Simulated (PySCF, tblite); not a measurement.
# C5H14SSi: infrared bands, NMR shifts and electronic excitations in gas and solvents, part 2 of 2

tblite 0.8.0 and PySCF 2.14.0. Atoms count from 0. Earlier steps stand in the parts before.

## (7) Shielding tensors: WP04/pcSseg-1

Job settings and geometry (Å):

```
{"job": {"kind": "nmr", "xc": "WP04", "basis": "pcSseg-1", "pop": false}, "charge": 0, "multiplicity": 1}
C     -1.723705     1.116099    -0.474254
C     -1.310107    -0.284148    -0.018906
C     -2.215991    -0.736054     1.130474
C     -1.430397    -1.271346    -1.180810
C      0.126767    -0.269048     0.524522
S      1.351455     0.268864    -0.734022
Si     3.134121     0.025242     0.414143
H     -1.647446     1.841106     0.351891
H     -1.085479     1.475725    -1.295393
H     -2.766136     1.114319    -0.829435
H     -1.937586    -1.739890     1.488931
H     -2.157741    -0.041328     1.983624
H     -3.265989    -0.776449     0.801414
H     -1.162391    -2.291852    -0.863852
H     -2.463459    -1.295119    -1.561820
H     -0.767018    -0.994126    -2.013344
H      0.188310     0.414054     1.387526
H      0.398412    -1.279778     0.870161
H      4.262698     0.390440    -0.488866
H      3.140836     0.911727     1.619563
H      3.287521    -1.387940     0.881122
```

With the program's defaults for keys left out, this is: GIAO WP04/pcSseg-1 NMR shielding, non-relativistic, gas phase.

What it wrote:

```text
coarse grid: 17360 points
cycle   1  E = -898.9549553714  dE =  1.490e-01  |g| = 7.115e-01  |ddm| = 3.969e+00
cycle   2  E = -898.8622040329  dE =  9.275e-02  |g| = 9.001e-01  |ddm| = 1.578e+00
cycle   3  E = -899.0818480955  dE = -2.196e-01  |g| = 1.132e-01  |ddm| = 1.038e+00
cycle   4  E = -899.0848409041  dE = -2.993e-03  |g| = 4.228e-02  |ddm| = 1.768e-01
cycle   5  E = -899.0852658323  dE = -4.249e-04  |g| = 9.968e-03  |ddm| = 4.107e-02
cycle   6  E = -899.0852873638  dE = -2.153e-05  |g| = 3.606e-03  |ddm| = 1.202e-02
cycle   7  E = -899.0852905617  dE = -3.198e-06  |g| = 6.568e-04  |ddm| = 3.845e-03
final grid: 154920 points
cycle   8  E = -899.1479281645  dE = -8.714e-05  |g| = 9.714e-03  |ddm| = 5.399e-02
cycle   9  E = -899.1479021929  dE =  2.597e-05  |g| = 1.379e-02  |ddm| = 2.050e-02
cycle  10  E = -899.1479521834  dE = -4.999e-05  |g| = 1.400e-03  |ddm| = 1.388e-02
cycle  11  E = -899.1479526849  dE = -5.015e-07  |g| = 3.699e-04  |ddm| = 1.998e-03
cycle  12  E = -899.1479527166  dE = -3.171e-08  |g| = 8.939e-05  |ddm| = 3.328e-04
cycle  13  E = -899.1479527185  dE = -1.929e-09  |g| = 2.595e-05  |ddm| = 1.249e-04
cycle  14  E = -899.1479527187  dE = -1.592e-10  |g| = 6.540e-06  |ddm| = 2.798e-05
converged SCF energy = -899.1479527187

GIAO shielding tensors (ppm)
atom      isotropic    diamagn.    paramagn.     s11        s22        s33       span
  0 C      143.865     249.321    -105.455    127.220    134.603    169.773     42.554
  1 C      135.004     245.292    -110.288    129.661    132.558    142.791     13.130
  2 C      139.902     247.798    -107.896    123.088    124.457    172.161     49.073
  3 C      143.912     248.841    -104.929    127.117    134.629    169.991     42.874
  4 C      122.747     257.628    -134.881     94.596    124.515    149.130     54.534
  5 S      638.462    1065.024    -426.562    534.594    541.434    839.358    304.764
  6 Si     381.414     881.288    -499.874    330.840    369.163    444.238    113.397
  7 H       30.834      32.409      -1.576     27.512     28.280     36.709      9.197
  8 H       29.949      32.554      -2.605     25.147     30.555     34.145      8.998
  9 H       30.773      30.701       0.072     27.186     28.381     36.753      9.567
 10 H       30.677      31.169      -0.491     27.206     28.456     36.370      9.164
 11 H       30.665      31.311      -0.646     27.226     28.401     36.368      9.142
 12 H       30.484      29.531       0.952     26.897     27.917     36.637      9.740
 13 H       30.856      31.928      -1.072     27.580     28.267     36.721      9.141
 14 H       30.780      30.391       0.389     27.192     28.402     36.746      9.555
 15 H       29.893      32.288      -2.395     25.050     30.610     34.019      8.969
 16 H       29.411      36.998      -7.586     23.792     30.780     33.662      9.870
 17 H       29.504      36.950      -7.446     23.873     31.012     33.627      9.755
 18 H       27.668      28.505      -0.837     24.233     25.118     33.655      9.422
 19 H       27.646      29.838      -2.191     23.909     25.822     33.208      9.299
 20 H       27.666      29.834      -2.168     23.937     25.950     33.113      9.176
```

Wall time 67 s (1 thread of Arm Neoverse N1, shared host); peak memory 0.96 GiB.

Key values: δ C4 49.7, C1 37.4, C0 29.9, S5 -176, H18 3.90, H16 2.11 ppm (means over like atoms).

## (8) Shielding tensors: PBE0/pcSseg-1 in dichloromethane

The job, as its differences from that of step 7:

```diff
@@ -1,2 +1,2 @@
-{"job": {"kind": "nmr", "xc": "WP04", "basis": "pcSseg-1", "pop": false}, "charge": 0, "multiplicity": 1}
+{"job": {"kind": "nmr", "xc": "PBE0", "basis": "pcSseg-1", "solvent": "dichloromethane", "pop": true}, "charge": 0, "multiplicity": 1}
 C     -1.723705     1.116099    -0.474254
```

Level: GIAO PBE0/pcSseg-1 NMR shielding, non-relativistic, IEF-PCM dichloromethane.

What it wrote:

```text
coarse grid: 17360 points
cycle   1  E = -886.0161799372  dE =  2.922e-01  |g| = 4.026e-01  |ddm| = 3.866e+00
cycle   2  E = -886.0100671886  dE =  6.113e-03  |g| = 4.390e-01  |ddm| = 8.217e-01
cycle   3  E = -886.0611971850  dE = -5.113e-02  |g| = 3.971e-02  |ddm| = 4.441e-01
cycle   4  E = -886.0614616445  dE = -2.645e-04  |g| = 2.391e-02  |ddm| = 6.864e-02
cycle   5  E = -886.0615973505  dE = -1.357e-04  |g| = 3.849e-03  |ddm| = 2.430e-02
cycle   6  E = -886.0616004223  dE = -3.072e-06  |g| = 1.184e-03  |ddm| = 4.012e-03
final grid: 154920 points
cycle   7  E = -886.1073831106  dE = -5.959e-05  |g| = 9.299e-03  |ddm| = 4.449e-02
cycle   8  E = -886.1073711422  dE =  1.197e-05  |g| = 1.149e-02  |ddm| = 2.049e-02
cycle   9  E = -886.1074054295  dE = -3.429e-05  |g| = 8.585e-04  |ddm| = 1.160e-02
cycle  10  E = -886.1074055964  dE = -1.669e-07  |g| = 2.768e-04  |ddm| = 1.172e-03
cycle  11  E = -886.1074056152  dE = -1.873e-08  |g| = 4.682e-05  |ddm| = 2.630e-04
cycle  12  E = -886.1074056156  dE = -4.466e-10  |g| = 1.895e-05  |ddm| = 5.578e-05
converged SCF energy = -886.1074056156

GIAO shielding tensors (ppm)
atom      isotropic    diamagn.    paramagn.     s11        s22        s33       span
  0 C      156.291     248.409     -92.118    138.114    146.689    184.069     45.955
  1 C      151.782     242.396     -90.614    145.996    149.680    159.671     13.674
  2 C      152.226     246.970     -94.744    134.244    135.736    186.698     52.454
  3 C      156.370     248.066     -91.696    138.008    146.799    184.304     46.295
  4 C      135.566     255.157    -119.591    106.629    136.807    163.261     56.632
  5 S      717.890    1060.081    -342.191    621.606    631.451    900.614    279.008
  6 Si     400.437     878.986    -478.549    347.870    385.701    467.741    119.871
  7 H       30.520      31.297      -0.777     26.902     27.651     37.005     10.103
  8 H       29.718      31.233      -1.516     24.526     30.343     34.284      9.758
  9 H       30.377      31.017      -0.640     26.484     27.810     36.838     10.354
 10 H       30.290      30.468      -0.177     26.459     27.864     36.549     10.090
 11 H       30.278      30.437      -0.160     26.482     27.806     36.545     10.063
 12 H       30.072      30.095      -0.023     26.120     27.323     36.772     10.652
 13 H       30.541      31.117      -0.576     26.971     27.638     37.014     10.043
 14 H       30.388      30.787      -0.398     26.493     27.839     36.833     10.340
 15 H       29.667      31.063      -1.396     24.431     30.412     34.157      9.726
 16 H       28.876      34.986      -6.110     22.891     30.302     33.434     10.543
 17 H       28.981      35.139      -6.158     22.985     30.547     33.410     10.425
 18 H       26.618      27.694      -1.076     22.944     24.015     32.894      9.950
 19 H       26.673      28.442      -1.769     22.650     24.776     32.592      9.942
 20 H       26.685      28.480      -1.795     22.670     24.906     32.480      9.810
```

Wall time 71 s (1 thread of Arm Neoverse N1, shared host); peak memory 1.1 GiB.

In short: δ C4 49.8, C1 33.5, C0 30.4, S5 -223, H18 4.58, H16 2.31 ppm (means over like atoms).

## (9) Shielding tensors: PBE0/pcSseg-1 in tetrahydrofuran

The job, as its differences from that of step 8:

```diff
@@ -1,2 +1,2 @@
-{"job": {"kind": "nmr", "xc": "PBE0", "basis": "pcSseg-1", "solvent": "dichloromethane", "pop": true}, "charge": 0, "multiplicity": 1}
+{"job": {"kind": "nmr", "xc": "PBE0", "basis": "pcSseg-1", "solvent": "tetrahydrofuran", "pop": false}, "charge": 0, "multiplicity": 1}
 C     -1.723705     1.116099    -0.474254
```

Method: GIAO PBE0/pcSseg-1 NMR shielding, non-relativistic, IEF-PCM tetrahydrofuran.

What it wrote:

```text
coarse grid: 17360 points
cycle   1  E = -886.0159421530  dE =  2.924e-01  |g| = 4.029e-01  |ddm| = 3.866e+00
cycle   2  E = -886.0096653231  dE =  6.277e-03  |g| = 4.400e-01  |ddm| = 8.242e-01
cycle   3  E = -886.0610483870  dE = -5.138e-02  |g| = 3.998e-02  |ddm| = 4.465e-01
cycle   4  E = -886.0613169984  dE = -2.686e-04  |g| = 2.401e-02  |ddm| = 6.919e-02
cycle   5  E = -886.0614539377  dE = -1.369e-04  |g| = 3.881e-03  |ddm| = 2.446e-02
cycle   6  E = -886.0614570585  dE = -3.121e-06  |g| = 1.197e-03  |ddm| = 4.043e-03
final grid: 154920 points
cycle   7  E = -886.1072411230  dE = -5.960e-05  |g| = 9.290e-03  |ddm| = 4.450e-02
cycle   8  E = -886.1072290950  dE =  1.203e-05  |g| = 1.149e-02  |ddm| = 2.048e-02
cycle   9  E = -886.1072633886  dE = -3.429e-05  |g| = 8.630e-04  |ddm| = 1.163e-02
cycle  10  E = -886.1072635575  dE = -1.689e-07  |g| = 2.776e-04  |ddm| = 1.181e-03
cycle  11  E = -886.1072635763  dE = -1.884e-08  |g| = 4.721e-05  |ddm| = 2.645e-04
cycle  12  E = -886.1072635768  dE = -4.518e-10  |g| = 1.909e-05  |ddm| = 5.623e-05
converged SCF energy = -886.1072635768

GIAO shielding tensors (ppm)
atom      isotropic    diamagn.    paramagn.     s11        s22        s33       span
  0 C      156.265     248.382     -92.118    138.081    146.679    184.034     45.952
  1 C      151.784     242.405     -90.622    145.989    149.687    159.676     13.686
  2 C      152.172     246.970     -94.798    134.183    135.672    186.660     52.478
  3 C      156.344     248.039     -91.696    137.974    146.788    184.269     46.295
  4 C      135.554     255.152    -119.598    106.678    136.742    163.241     56.564
  5 S      717.428    1060.065    -342.637    621.250    630.738    900.296    279.046
  6 Si     400.435     878.990    -478.555    347.831    385.667    467.808    119.977
  7 H       30.523      31.295      -0.772     26.905     27.657     37.008     10.103
  8 H       29.708      31.218      -1.510     24.515     30.332     34.277      9.762
  9 H       30.381      31.018      -0.636     26.489     27.814     36.841     10.352
 10 H       30.294      30.473      -0.178     26.467     27.867     36.549     10.082
 11 H       30.281      30.442      -0.161     26.490     27.809     36.545     10.055
 12 H       30.073      30.099      -0.026     26.124     27.324     36.771     10.647
 13 H       30.545      31.116      -0.571     26.974     27.644     37.017     10.043
 14 H       30.392      30.787      -0.394     26.498     27.843     36.836     10.337
 15 H       29.657      31.047      -1.390     24.420     30.400     34.150      9.730
 16 H       28.886      34.995      -6.109     22.906     30.313     33.439     10.533
 17 H       28.991      35.148      -6.156     23.001     30.558     33.415     10.414
 18 H       26.617      27.696      -1.079     22.946     24.014     32.893      9.947
 19 H       26.675      28.447      -1.772     22.653     24.778     32.594      9.940
 20 H       26.688      28.486      -1.798     22.674     24.909     32.481      9.807
```

Run time: 67 s. Hardware: 1 thread of Arm Neoverse N1, shared host; peak memory 1.2 GiB.

Key values: δ C4 49.7, C1 33.5, C0 30.4, S5 -222, H18 4.58, H16 2.31 ppm (means over like atoms).

## (10) TDDFT and polarisability: B3LYP/def2-SVPD in dichloromethane

The job, as its differences from that of step 9:

```diff
@@ -1,2 +1,2 @@
-{"job": {"kind": "nmr", "xc": "PBE0", "basis": "pcSseg-1", "solvent": "tetrahydrofuran", "pop": false}, "charge": 0, "multiplicity": 1}
+{"job": {"kind": "uv", "xc": "B3LYP", "basis": "def2-SVPD", "solvent": "dichloromethane", "nstates": 6, "ntriplets": 0}, "charge": 0, "multiplicity": 1}
 C     -1.723705     1.116099    -0.474254
```

Method: TDDFT B3LYP/def2-SVPD, vertical, IEF-PCM dichloromethane (non-equilibrium linear response), core orbitals frozen in the response.

What it wrote:

```text
coarse grid: 17360 points
cycle   1  E = -886.2014867531  dE =  2.019e-01  |g| = 4.425e-01  |ddm| = 1.275e+01
cycle   2  E = -886.1789327787  dE =  2.255e-02  |g| = 5.283e-01  |ddm| = 3.971e+00
cycle   3  E = -886.2568830937  dE = -7.795e-02  |g| = 5.382e-02  |ddm| = 1.676e+00
cycle   4  E = -886.2574544139  dE = -5.713e-04  |g| = 3.003e-02  |ddm| = 2.125e-01
cycle   5  E = -886.2576781406  dE = -2.237e-04  |g| = 5.094e-03  |ddm| = 7.308e-02
cycle   6  E = -886.2576841169  dE = -5.976e-06  |g| = 1.528e-03  |ddm| = 1.565e-02
final grid: 154920 points
cycle   7  E = -886.3713682656  dE = -6.981e-05  |g| = 5.713e-03  |ddm| = 4.573e-01
cycle   8  E = -886.3713622444  dE =  6.021e-06  |g| = 7.434e-03  |ddm| = 6.394e-02
cycle   9  E = -886.3713770418  dE = -1.480e-05  |g| = 5.238e-04  |ddm| = 2.157e-02
cycle  10  E = -886.3713771040  dE = -6.219e-08  |g| = 2.485e-04  |ddm| = 1.955e-03
cycle  11  E = -886.3713771195  dE = -1.550e-08  |g| = 5.136e-05  |ddm| = 7.451e-04
cycle  12  E = -886.3713771201  dE = -6.173e-10  |g| = 1.748e-05  |ddm| = 2.297e-04
converged SCF energy = -886.3713771201

Static polarisability (au): isotropic 150.417, principal 135.140 142.271 173.839

Singlet excitations
state   eV       nm        f      main configurations
  1   5.5635    222.9   0.00990   H->L 0.86, H->L+1 0.10
  2   5.7941    214.0   0.01084   H->L+1 0.84, H->L 0.11
  3   6.2774    197.5   0.00183   H->L+2 0.94
  4   6.6189    187.3   0.00002   H->L+3 0.53, H->L+4 0.45
  5   6.8414    181.2   0.00890   H->L+4 0.53, H->L+3 0.43
  6   6.9090    179.5   0.02261   H->L+5 0.84, H-1->L 0.08
```

Wall time 1.7 min (1 thread of Arm Neoverse N1, shared host); peak memory 1.1 GiB.

Key values: HOMO -6.65 eV, LUMO 0.00 eV; lowest singlet 5.56 eV.

## (11) Run by run: NMR shifts

Shifts (ppm) of some atoms, chosen among heavy atoms and hydrogens apart, means over like atoms, with basis size and wall time:

```csv
run,C4,C1,C0,H18,H16,S5,Si6,functions,time
PBE0/pcSseg-1,49.1,32.6,30.2,4.58,2.13,-212,-48.4,203,68 s
WP04/pcSseg-1,49.7,37.4,29.9,3.90,2.11,-176,-42.7,203,67 s
PBE0/pcSseg-1 in dichloromethane,49.8,33.5,30.4,4.58,2.31,-223,-48.6,203,71 s
PBE0/pcSseg-1 in tetrahydrofuran,49.7,33.5,30.4,4.58,2.31,-222,-48.6,203,67 s
```

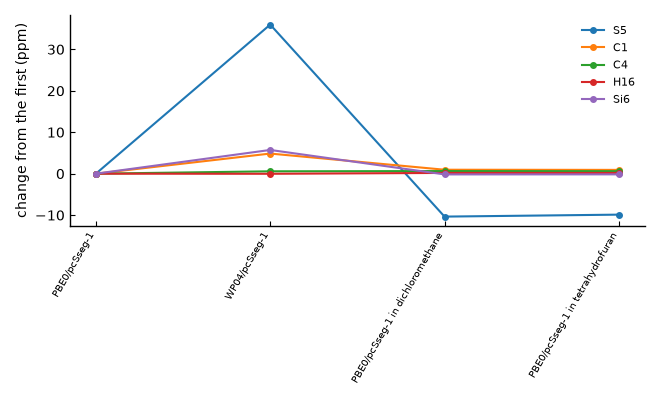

How five of the tabulated atoms move from run to run.

The continuum's effect on the ground state:

```csv
solvent,ε,polarisation energy (Eh),μ (D)
tetrahydrofuran,7.43,-0.0036,2.10
dichloromethane,8.93,-0.0038,2.13
```

## (12) Run by run: electronic excitations

Excitations and ground-state properties, with basis size and wall time:

```csv
run,lowest singlet (eV),brightest (eV),f,gap (eV),α (Å³),μ (D),functions,time
B3LYP/def2-SVPD,5.45,7.44,0.088,6.52,16.87,1.47,263,4.1 min
B3LYP/def2-SVPD in dichloromethane,5.56,6.91,0.023,6.66,22.29,2.10,263,1.7 min
```

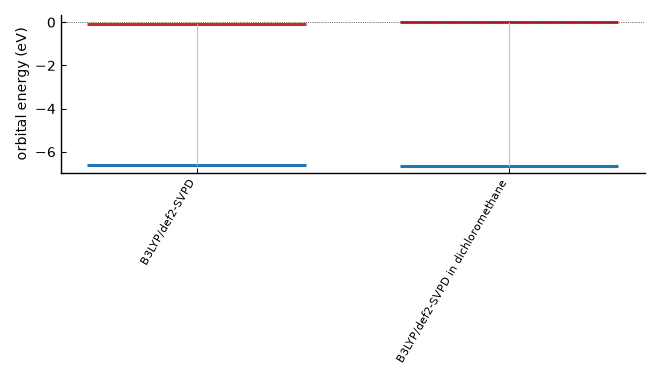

HOMO (blue) and LUMO (red) run by run.

## (13) Summary of results

What follows sums up all 2 parts.

| quantity | value |
| --- | --- |
| strongest single infrared mode (GFN2-xTB) | 775 cm⁻¹, 389 km/mol |
| zero-point energy (GFN2-xTB) | 109.3 kcal/mol |
| point group | C1 |
| rotational constants (main isotopes) | 3.49, 0.84, 0.81 GHz |
| ¹³C shifts against TMS (PBE0/pcSseg-1, means over atoms taken as alike) | 49.1, 32.6, 30.2 ppm |
| ¹H shifts against TMS (PBE0/pcSseg-1, means over atoms taken as alike) | 4.58, 2.13, 1.04 ppm |
| ³³S shifts against CS2 (PBE0/pcSseg-1) | -212 ppm |
| ²⁹Si shifts against TMS (PBE0/pcSseg-1) | -48.4 ppm |
| lowest singlet (B3LYP/def2-SVPD) | 5.45 eV (227 nm), f = 0.006 |
| brightest single state of those computed | state 9, 7.44 eV, f = 0.088 |
| lowest triplet | 5.14 eV |
| vertical ionisation energy (ΔSCF) | 8.80 eV |
| range of the shift of S5 (PBE0/pcSseg-1 runs) | -223 to -212 ppm |
| range of the lowest singlet | 5.45 to 5.56 eV |

What this shows: Over 53 steps the energy fell by 0.129 eV; of the close pairs, C1–C4 changed most, 1.561 to 1.531 Å (GFN2-xTB). No mode is imaginary among the 57: a minimum at this level. The strongest single mode, at 775 cm⁻¹, moves mainly H18, H19 and H20. GFN2-xTB is a fitted tight-binding method: band positions and strengths are rough. Its intensities can rank the bands wrongly. Over 3 steps the energy fell by 0.208 eV; of the close pairs, Si6–H18 changed most, 1.438 to 1.491 Å (PBE0/def2-SVP). No frequency check was run at this level, so the end point may be a saddle. At PBE0/pcSseg-1: The largest span, 281 ppm, is at S5, where the paramagnetic term is -352 ppm. The first singlet state (HOMO→LUMO 0.91) lies at 5.45 eV and is weak; of the 10 states computed, the strongest absorption comes from state 9 at 7.44 eV. The lowest triplet lies 0.31 eV below the lowest singlet (triplets in Tamm-Dancoff, singlets in full TDDFT). ΔSCF puts the ionisation energy at 8.80 eV, 2.19 eV above −ε(HOMO). At one level, PBE0/pcSseg-1: Across the 3 runs the shift of S5 moves most, between -223 (PBE0/pcSseg-1 in dichloromethane) and -212 ppm (PBE0/pcSseg-1). The continuum holds electrostatics alone: no hydrogen bonds to the solvent, and the gas-phase geometry is kept. The lowest singlet runs from 5.45 eV (B3LYP/def2-SVPD) to 5.56 eV (B3LYP/def2-SVPD in dichloromethane), while the orbital gap spans 6.52 to 6.66 eV. The lowest state need not be the same one in every run. The runs solved for a few states only, so the brightest column depends on that window.
